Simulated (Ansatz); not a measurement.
# AlClH$_{2}$O$_{2}$Si: what the fields show

```xyz
7

Al   -0.9889    1.4165    0.0678
Cl   -1.4765   -0.2925   -1.0915
O    -1.4409    1.2847    1.8181
O    -2.5715    2.5356    0.1496
Si   -2.7841    2.1930    1.9279
H    -3.1473    3.0176   -0.4604
H     0.2964    2.2447   -0.3048
```

Geometry: r2SCAN-D4/def2-SVP.

These are results of Ansatz, isolated molecule in a Gaussian basis; Kohn-Sham density functional theory, functional PBE0, not measurements.

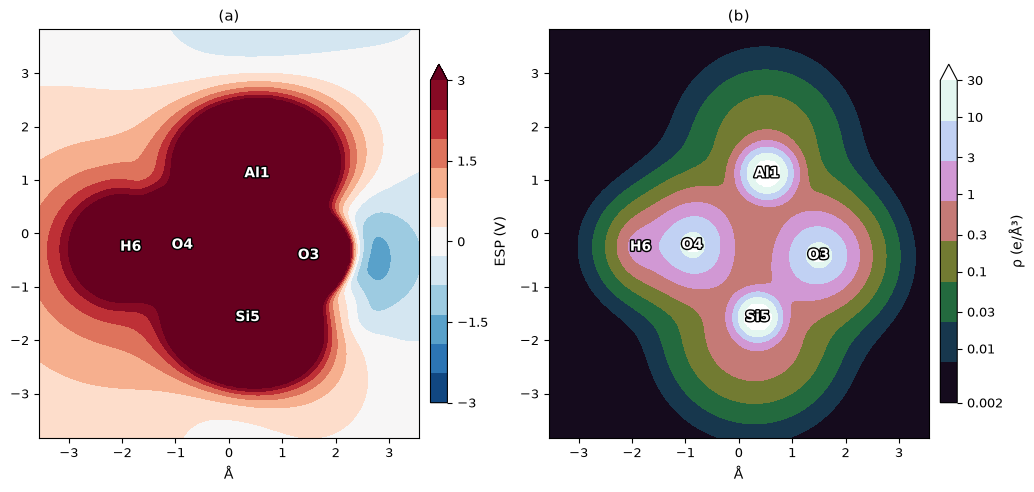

Figure 1. (a) electrostatic potential; (b) total electron density on the plane of atoms Al1, O3 and Si5.

**Interpret the plot.**

- The plane passes through Al, O, Si and H nuclei.
- Si–O (1.63 Å): ρ is about 1.2 e/Å³ halfway.
- Al–O (1.81 Å): ρ at the midpoint is about 0.7 e/Å³.
- Al–Si (2.70 Å): ρ is about 0.4 e/Å³ halfway, with its minimum of 0.32 e/Å³ about 0.9 Å from Al.
- O–H (0.97 Å): the density is about 3.7 e/Å³ at the midpoint.
- Si–O (1.82 Å): the density is about 0.77 e/Å³ at the midpoint.
- Outside the dense part of the molecule the potential is most negative (−1.5 V) near O3.

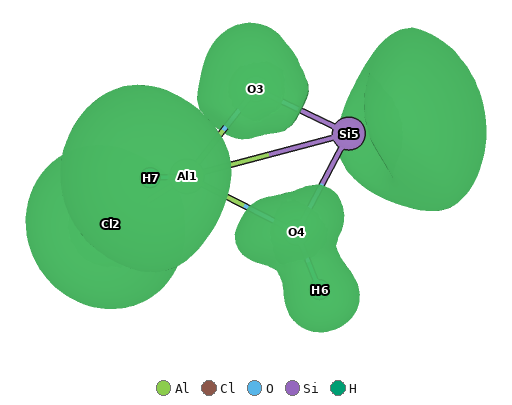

Figure 2. Isosurface of the electron localisation function at 0.75 (green), seen across its widest extent. Core shells and regions of very low density are left out.

**What do the ELF domains correspond to?**

The ELF exceeds this value in one region around a hydrogen nucleus, one region on Cl in which the atom's valence shell and bonds are merged, one lobe on Si, pointing away from the bonds (lone pairs), one region wrapped around O (its valence shell) and one joined region spread over several atoms (H, O), in which their bonds and any lone pairs are merged. Along the contacts the grid gives the following. Si–O (1.63 Å): the ELF peaks at about 0.85 between the atoms, as expected for a polar covalent bond. Al–O (1.81 Å): the ELF peaks at about 0.90 in the valence shell of O, 0.7 Å from its nucleus, and is about 0.45 at the midpoint.

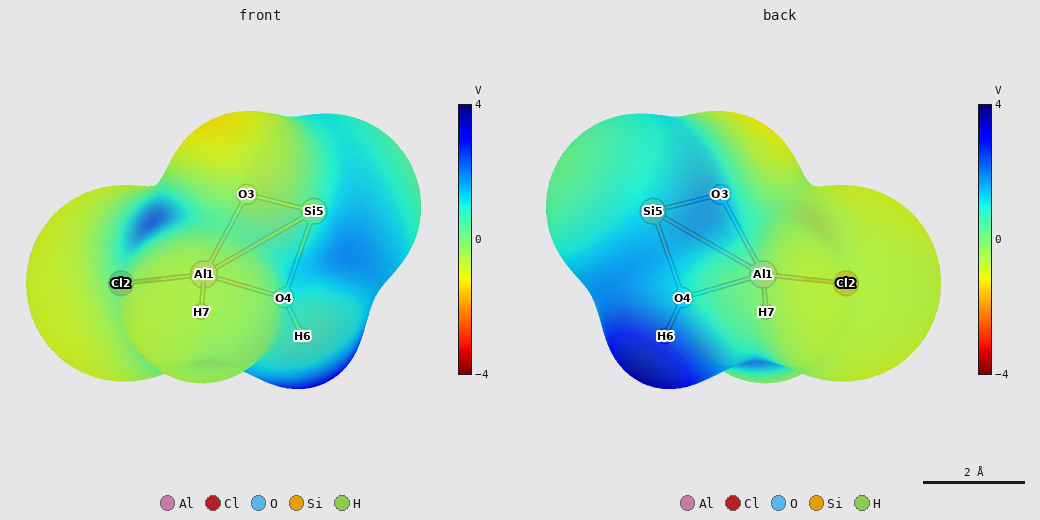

Figure 3. The molecular electrostatic potential painted on the density surface at 0.002 e/bohr³, seen from the front and from behind; red is negative and blue positive.

**Describe the electrostatic potential map.**

The most negative region (about −1.2 V, or −28 kcal/mol for a unit charge) lies over O3, the most positive (about +3.7 V, or +85 kcal/mol for a unit charge) over H6. O3 is the likeliest acceptor of a hydrogen bond.
